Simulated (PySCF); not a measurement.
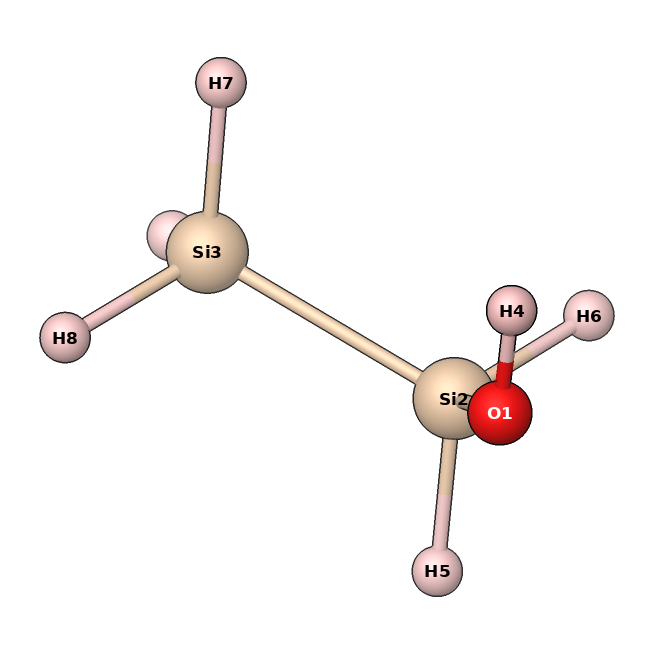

Si2 lies behind O1. The molecule seen a little off the O1–Si2 bond, O1 in front. Atoms fade into the background with distance from the viewer. The geometry was computed by an optimisation with PBE0-D3(BJ)/def2-SVP. No frequency run is at hand to confirm it as a minimum.

What is the torsion angle H4–O1–Si2–Si3? The sign is positive where the front bond must turn clockwise to cover the back bond.

−58°, synclinal (gauche).
